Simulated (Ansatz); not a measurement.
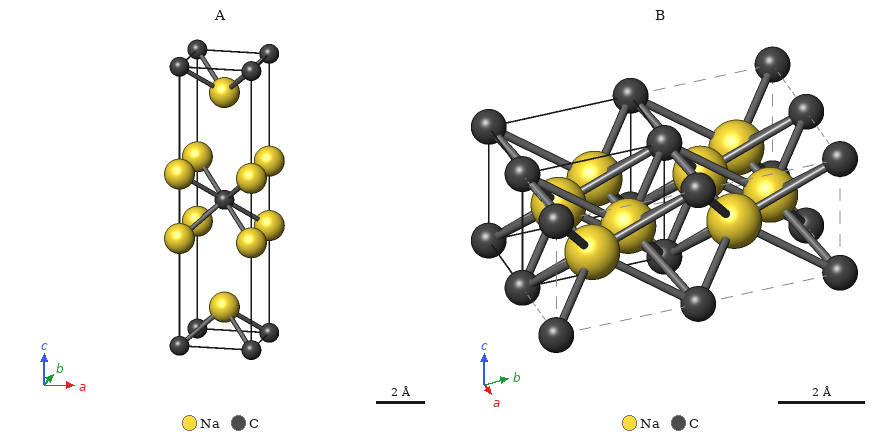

Two structures of Na2C, each relaxed to rest (conventional cells in solid outline, small ones repeated, not to one scale). Method: Ansatz 0.2.0, DFT PBE, scalar-relativistic, plane waves, PAW, without spin polarisation.

> State the structure in each panel.

A: 6 atoms a cell on a body-centred tetragonal lattice, I4/mmm. B: AlB₂ type, P6/mmm.

> Compare their energies: which is lower?

A is lower, by 120 meV/atom at this level of theory (energies at zero smearing). Volumes: A 19.7, B 15.0 Å³/atom.

One or both may be structure types tried for this composition rather than known phases.
